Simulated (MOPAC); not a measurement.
**Run report: CH₅ClOSSi, excited-state calculation (part 2 of 2)**

The same run, continued: CH₅ClOSSi; INDO/S, RHF (MOPAC 23.2.5). The geometry was optimised with AM1.

Geometry of the input (Å):
```
O  0.4738  0.6450  1.7678
C  0.6055  -0.3969  0.8509
Cl 2.0622  -0.2412  -0.1695
Si -0.7290  -0.5555  -0.3952
S  -1.0360  1.4492  -1.4722
H  0.2653  1.4559  1.2773
H  0.7687  -1.3106  1.4816
H  -0.4275  -1.6319  -1.3353
H  -2.0141  -0.8143  0.2548
H  0.0310  1.4005  -2.2601
```

### The program's output, continued
```
   2      5.2645187    42461.    235.51  0.004938   0.451851   0.617454   0.643879  5.163932  -1.600   3.383  -3.558
   3      6.5892791    53146.    188.16  0.022391  -0.984649  -0.067099   0.161131  2.225467   1.562  -1.224  -1.008
   4      7.1663851    57801.    173.01  0.010525  -0.920260  -0.299832   0.251441  4.424957   4.067  -0.987  -1.438
   5      7.4828108    60353.    165.69  0.013896  -0.962829  -0.268026  -0.033498  5.969094   5.270  -0.871   2.665
   6      7.8144011    63028.    158.66  0.030280   0.878845   0.102768  -0.465908  4.152299  -0.863   2.382  -3.290
   7      8.0956442    65296.    153.15  0.033683  -0.207824  -0.066496   0.975903  4.528289  -0.354   3.176  -3.208
   8      8.5453269    68923.    145.09  0.040215  -0.603509  -0.008394   0.797312  9.830645   9.271  -1.290   3.003
   9      8.8656358    71506.    139.85  0.114956   0.544562  -0.809314  -0.220144  6.185031   5.841   0.299   2.012
  10      8.9812249    72439.    138.05  0.016387   0.951241   0.297239  -0.082393  8.907671  -2.731   6.906  -4.919
  11     10.0265960    80870.    123.66  0.030844  -0.777170   0.345110   0.526218  7.705998   1.152   6.833  -3.371
  12     10.0953878    81425.    122.81  0.024157   0.550815   0.724203   0.414888  7.844850   6.969   1.239   3.382

 Polarizability (au  ) xx=    5.38 xy=   -0.70 yy=    2.78 xz=   -2.01 yz=    0.83 zz=    2.77
 Polarizability (A**3) xx=    0.80 xy=   -0.10 yy=    0.41 xz=   -0.30 yz=    0.12 zz=    0.41

 Major CI contributions to CI states

State    1  0.0000     CI coeff  CI percent
    Config       1   1.00000000  1.00000000
 Total coeff printed             1.00000000

State    2  5.2645     CI coeff  CI percent
    Config       2  -0.89115491  0.79415707
    Config       3  -0.16647374  0.02771350
    Config       4  -0.07766115  0.00603125
    Config       5  -0.30597585  0.09362122
    Config      10  -0.26761817  0.07161948
    Config      11   0.04481054  0.00200798
    Config      12  -0.06228484  0.00387940
 Total coeff printed             0.99902992

State    3  6.5893     CI coeff  CI percent
    Config       2  -0.17619501  0.03104468
    Config       3   0.65680452  0.43139218
    Config       4  -0.62230135  0.38725897
    Config       5   0.28349845  0.08037137
    Config       6   0.09827413  0.00965781
    Config       7  -0.17558224  0.03082912
    Config       8  -0.07893747  0.00623112
    Config       9   0.12044019  0.01450584
    Config      12   0.08519522  0.00725823
 Total coeff printed             0.99854932

State    4  7.1664     CI coeff  CI percent
    Config       2  -0.05945458  0.00353485
    Config       3   0.22253632  0.04952242
    Config       4   0.07236604  0.00523684
    Config       6  -0.61682598  0.38047429
    Config       7   0.62834048  0.39481175
    Config       8  -0.22692957  0.05149703
    Config       9   0.32927539  0.10842228
    Config      14  -0.06201415  0.00384575
    Config      15  -0.04020685  0.00161659
 Total coeff printed             0.99896181

State    5  7.4828     CI coeff  CI percent
    Config       2  -0.14316736  0.02049689
    Config       3   0.58708242  0.34466577
    Config       4   0.45441344  0.20649158
    Config       5  -0.07642816  0.00584126
    Config       6  -0.10286001  0.01058018
    Config       8   0.44591247  0.19883793
    Config       9  -0.45142850  0.20378769
    Config      10   0.06860605  0.00470679
    Config      15   0.04466105  0.00199461
 Total coeff printed             0.99740271

State    6  7.8144     CI coeff  CI percent
    Config       2   0.21373638  0.04568324
    Config       3   0.36958600  0.13659381
    Config       4   0.17202623  0.02959302
    Config       5  -0.67846197  0.46031065
    Config       6   0.31101584  0.09673085
    Config       7  -0.06724935  0.00452248
    Config       8  -0.36095211  0.13028642
    Config       9   0.24453711  0.05979840
    Config      10  -0.18200638  0.03312632
    Config      12  -0.05082945  0.00258363
 Total coeff printed             0.99922883

State    7  8.0956     CI coeff  CI percent
    Config       2   0.29699064  0.08820344
    Config       3  -0.06622226  0.00438539
    Config       4  -0.49753712  0.24754319
    Config       5  -0.43777075  0.19164323
    Config       6  -0.42324143  0.17913330
    Config       7  -0.04975361  0.00247542
    Config       8   0.37989044  0.14431675
    Config       9  -0.18735481  0.03510182
    Config      10  -0.32202667  0.10370118
 Total coeff printed             0.99650372

State    8  8.5453     CI coeff  CI percent
    Config       2   0.05929527  0.00351593
    Config       4  -0.16201297  0.02624820
    Config       6   0.56095664  0.31467235
    Config       7   0.67240597  0.45212979
    Config       8   0.41357891  0.17104751
    Config       9   0.09804081  0.00961200
    Config      10  -0.11896886  0.01415359
    Config      13   0.04376346  0.00191524
    Config      14  -0.05376180  0.00289033
 Total coeff printed             0.99618495

State    9  8.8656     CI coeff  CI percent
    Config       2  -0.08463000  0.00716224
    Config       4   0.09630394  0.00927445
    Config       5  -0.13629360  0.01857594
    Config       6  -0.07557298  0.00571128
    Config       7  -0.27607082  0.07621510
    Config       8   0.53063171  0.28157001
    Config       9   0.69504704  0.48309039
    Config      10   0.32485110  0.10552824
    Config      12   0.04357838  0.00189907
    Config      13  -0.05531062  0.00305926
    Config      15  -0.08437854  0.00711974
 Total coeff printed             0.99920572

State   10  8.9812     CI coeff  CI percent
    Config       2   0.07443703  0.00554087
    Config       3   0.06374719  0.00406370
    Config       4   0.27494416  0.07559429
    Config       5   0.38072987  0.14495523
    Config       6  -0.04361408  0.00190219
    Config       7  -0.16015815  0.02565063
    Config       8   0.11634634  0.01353647
    Config       9   0.26456533  0.06999482
    Config      10  -0.80469935  0.64754105
    Config      11   0.08058913  0.00649461
    Config      12  -0.06159955  0.00379450
 Total coeff printed             0.99906837

State   11 10.0266     CI coeff  CI percent
    Config      10   0.11988296  0.01437192
    Config      11   0.93064741  0.86610461
    Config      12  -0.33458243  0.11194540
    Config      14   0.04388106  0.00192555
 Total coeff printed             0.99434748

State   12 10.0954     CI coeff  CI percent
    Config       4   0.06106118  0.00372847
    Config       5  -0.05393429  0.00290891
    Config      10  -0.06328186  0.00400459
    Config      11   0.34446607  0.11865687
    Config      12   0.92718343  0.85966911
    Config      13  -0.07095357  0.00503441
 Total coeff printed             0.99400237

 -------------------------------------------------------------------------------
 INDO 1SCF CIS C.I.=8 WRTCI=12 MAXCI=100 AUX(PRECISION=9) THREADS=1

     1SCF WAS SPECIFIED, SO BFGS WAS NOT USED
     SCF FIELD WAS ACHIEVED

                              INDO CALCULATION

          COSMO AREA              =        143.40 SQUARE ANGSTROMS
          COSMO VOLUME            =        142.41 CUBIC ANGSTROMS

          IONIZATION POTENTIAL    =         10.464024 EV
          HOMO LUMO ENERGIES (EV) =        -10.464 -0.065
          NO. OF FILLED LEVELS    =         16
          MOLECULAR WEIGHT        =        128.6484         POINT GROUP:  C1

          MOLECULAR DIMENSIONS (Angstroms)

            Atom       Atom       Distance
            H    10    H     7     4.67919
            H     9   Cl     3     4.13810
            H     8    H     6     3.99481

          SCF CALCULATIONS        =          1

          WALL-CLOCK TIME         =      0.020 SECONDS
          COMPUTATION TIME        =      0.016 SECONDS

   ATOM   CHEMICAL          X               Y               Z
  NUMBER   SYMBOL      (ANGSTROMS)     (ANGSTROMS)     (ANGSTROMS)

     1       O          0.47381700  *   0.64498000  *   1.76775500  *
     2       C          0.60545600  *  -0.39691200  *   0.85088000  *
     3      Cl          2.06224600  *  -0.24123600  *  -0.16954300  *
     4      Si         -0.72903600  *  -0.55548600  *  -0.39521200  *
     5       S         -1.03598400  *   1.44916400  *  -1.47219400  *
     6       H          0.26529300  *   1.45585700  *   1.27730700  *
     7       H          0.76873800  *  -1.31061000  *   1.48158900  *
     8       H         -0.42749300  *  -1.63194500  *  -1.33526800  *
     9       H         -2.01405300  *  -0.81432500  *   0.25480500  *
    10       H          0.03100500  *   1.40051200  *  -2.26011700  *

                             CARTESIAN COORDINATES

   1    O        0.473817000     0.644980000     1.767755000
   2    C        0.605456000    -0.396912000     0.850880000
   3   Cl        2.062246000    -0.241236000    -0.169543000
   4   Si       -0.729036000    -0.555486000    -0.395212000
   5    S       -1.035984000     1.449164000    -1.472194000
   6    H        0.265293000     1.455857000     1.277307000
   7    H        0.768738000    -1.310610000     1.481589000
   8    H       -0.427493000    -1.631945000    -1.335268000
   9    H       -2.014053000    -0.814325000     0.254805000
  10    H        0.031005000     1.400512000    -2.260117000

           Empirical Formula: C H5 O Cl Si S  =    10 atoms

      MOLECULAR POINT GROUP   :   C1

                  EIGENVALUES
 -43.85375 -29.29026 -25.57579 -24.01438 -21.34898 -18.17909 -17.70187 -16.08430
 -15.21140 -14.00707 -13.07694 -12.32649 -12.15059 -11.87386 -11.18703 -10.46402
  -0.06456   1.26775   2.86166   3.57519   3.80150   4.33526   5.96182   6.34292
   9.70606

              NET ATOMIC CHARGES AND DIPOLE CONTRIBUTIONS

  ATOM NO.   TYPE          CHARGE      No. of ELECS.   s-Pop       p-Pop
    1          O          -0.358476        6.3585     1.70791     4.65056
    2          C           0.211224        3.7888     1.10845     2.68033
    3         Cl          -0.238396        7.2384     1.94181     5.29658
    4         Si           0.323467        3.6765     1.16431     2.51222
    5          S          -0.220845        6.2208     1.80703     4.41381
    6          H           0.225665        0.7743     0.77434
    7          H           0.048962        0.9510     0.95104
    8          H          -0.030589        1.0306     1.03059
    9          H          -0.045760        1.0458     1.04576
   10          H           0.084747        0.9153     0.91525
 DIPOLE           X         Y         Z       TOTAL
 POINT-CHG.    -1.610    -1.379    -0.086     2.122
 HYBRID         1.149    -0.652    -0.662     1.478
 SUM           -0.461    -2.030    -0.748     2.212

          ATOMIC ORBITAL ELECTRON POPULATIONS

     Atom    s        px        py        pz
    1  O   1.70791   1.94017   1.23844   1.47195
    2  C   1.10845   0.86779   0.90067   0.91187
    3 Cl   1.94181   1.54499   1.99489   1.75670
    4 Si   1.16431   0.85382   0.81220   0.84621
    5  S   1.80703   1.45356   1.39371   1.56655
    6  H   0.77434
    7  H   0.95104
    8  H   1.03059
    9  H   1.04576
   10  H   0.91525

 *                    *
 * JOB ENDED NORMALLY *
 *                    *

 TOTAL JOB TIME:             0.03 SECONDS

 == MOPAC DONE ==
```

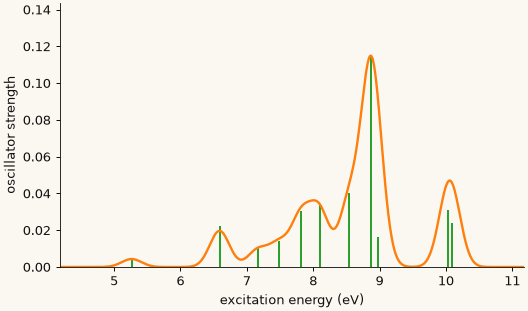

Computed excitations as sticks (degenerate states added up, dark ones marked on the axis), with a Gaussian envelope of 0.35 eV full width at half maximum, scaled to the tallest. Of the 11 states the lowest lies at 5.26 eV (f = 0.005); the strongest line is at 8.87 eV, or 140 nm (f = 0.115).

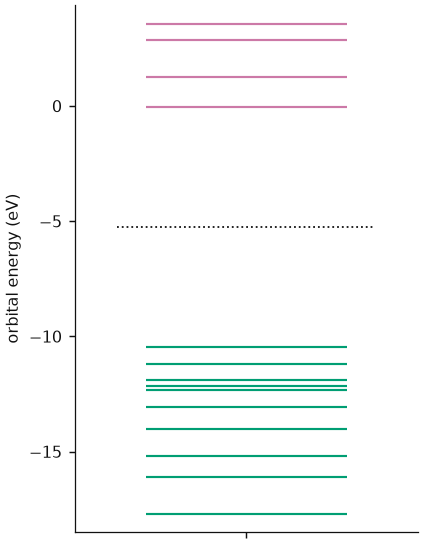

Orbital energies near the frontier; the dotted line parts filled from empty levels, and levels within 0.02 eV of each other stand side by side. Highest filled −10.46 eV, lowest empty −0.06 eV, 10.40 eV apart.

### Summary

| quantity | value |
| --- | --- |
| outcome | converged |
| basis functions | 25 |
| HOMO | −10.46 eV |
| LUMO | −0.07 eV |
| dipole moment | 2.21 D |
| lowest excitation | 5.26 eV |
| peak memory | 0.073 GiB |

### Remarks

MOPAC's energies along a path are heats of formation.
